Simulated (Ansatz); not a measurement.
**B₅N₆ (charge −1): density, localisation and related maps**

The calculation's input:

```
crystal:
  periodic: [false, false, false]
  atoms:
    - {symbol: B, position_ang: [-0.220159, -2.099276, -0.038888]}
    - {symbol: B, position_ang: [1.828218, -1.148277, -0.018022]}
    - {symbol: B, position_ang: [1.715739, 1.169732, 0.024271]}
    - {symbol: B, position_ang: [-2.035300, 0.561650, 0.006961]}
    - {symbol: B, position_ang: [-0.401578, 2.120821, 0.038241]}
    - {symbol: N, position_ang: [0.939673, 2.246150, 0.042712]}
    - {symbol: N, position_ang: [-1.695624, 1.900388, 0.032095]}
    - {symbol: N, position_ang: [-1.472457, -1.831639, -0.036062]}
    - {symbol: N, position_ang: [1.150406, -2.272229, -0.039746]}
    - {symbol: N, position_ang: [-2.243623, -0.701702, -0.016581]}
    - {symbol: N, position_ang: [2.434694, 0.054381, 0.005029]}
basis:
  gaussian: {orbitals: def2-TZVPD, initial_orbitals: start.molden}
total_charge: -1
hamiltonian: {xc: pbe0, dispersion: d4}
scf: {omitted_lower_state_checks: [starts]}
output: {orbitals: {seedname: orbitals}}
```

Run with:

```sh
ansatz run in.yaml --threads 4 --pin off --events-out ev --progress --plain --max-ram 4787MiB
```

Geometry: B3LYP-D4/def2-SVPD.

Method: RKS PBE0-D4/def2-TZVPD (Ansatz 0.2.0).

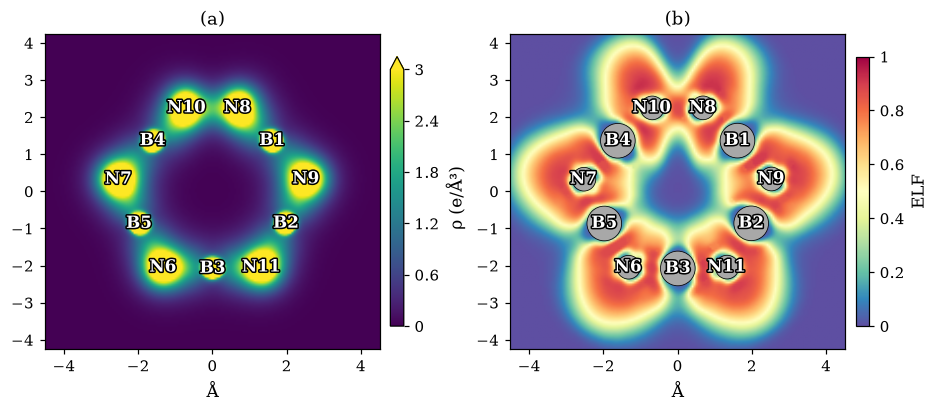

Figure 1. (a) total electron density; (b) electron localisation function on the molecular plane. Grey discs cover the atomic cores in the ELF map.

### Interpret the plot.

The section cuts through B and N sites.
B–N (1.28 Å): ρ is about 2.4 e/Å³ halfway; the ELF peaks at about 0.90 between the atoms (a short, strongly polar bond).
N–N (1.37 Å): the density is about 2.3 e/Å³ at the midpoint; the ELF peaks at about 0.85 between the atoms (a shared electron pair).
B–N (1.33 Å): the density is about 2.2 e/Å³ at the midpoint; the ELF peaks at about 0.90 between the atoms, as expected for a short, strongly polar bond.
B–N (1.38 Å): ρ at the midpoint is about 1.9 e/Å³; the ELF peaks at about 0.90 between the atoms (a polar covalent bond).
The ELF also peaks beside N6, N11, N9, N7, N8 and N10, away from the bonds: lone-pair regions.

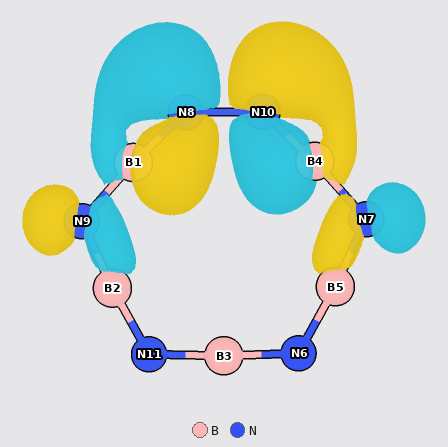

Figure 2. The HOMO−1 at ±0.08 Å⁻³ᐟ² (yellow and cyan are the two phases), seen across its widest extent.

### Describe this orbital and give its energy.

Its weight (Hirshfeld) is mainly on N8 (about 35 %), N10 (about 35 %), B1 (about 10 %) and B4 (about 10 %); it is symmetric in the molecular plane (an in-plane orbital: σ, lone-pair or in-plane π type). Its energy is −1.70 eV.

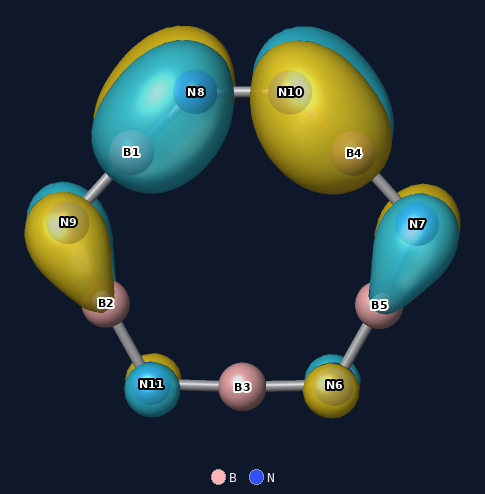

Figure 3. The HOMO at ±0.1 Å⁻³ᐟ² (yellow and cyan are the two phases), seen at a tilt.

### Describe this orbital and give its energy.

It lies mainly on N8 (about 25 %), N10 (about 25 %), B1 (about 15 %), B4 (about 15 %), N7 (about 5 %) and N9 (about 5 %); it changes sign across the molecular plane (π type); π-bonding across B1–N8 and B4–N10; π-antibonding (a node) across N8–N10. Its energy is −1.20 eV.
